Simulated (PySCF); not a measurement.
In(H)(SMe)2, C2H7InS2, SMILES C[S][InH][S]C at its B3LYP/def2-SVP optimised geometry (Å):

```
12

In    -0.0396     0.1339     0.0000
H     -0.9564    -1.3397    -0.0012
S     -1.1110     2.3028     0.0000
C     -2.9042     1.8593    -0.0074
H     -3.0730     0.7733    -0.0181
H     -3.3736     2.2974    -0.8998
H     -3.3781     2.2808     0.8906
S      2.3795     0.1339     0.0000
C      2.7768    -1.6702     0.0086
H      1.8781    -2.3028     0.0031
H      3.3641    -1.8999     0.9091
H      3.3781    -1.9045    -0.8813
```

Calculation: B3LYP/def2-TZVP, def2 effective core potentials past Kr run with PySCF. The core electrons that the potentials of In replace are not part of the density. Cells within 0.4 Å of a nucleus heavier than hydrogen are left out (blank, or x).

Map of the Laplacian of the electron density (e/bohr⁵), clipped to [-1.50, 1.50] on the plane z = 0.0 Å:

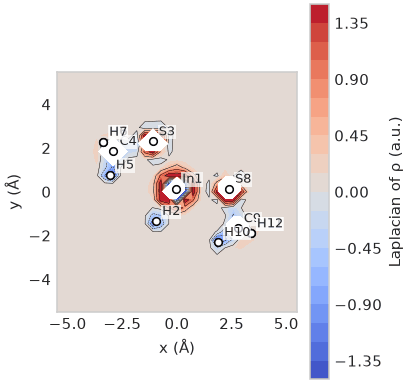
Figure: Laplacian of the electron density (e/bohr⁵), clipped to [-1.50, 1.50] on the plane z = 0.0 Å.
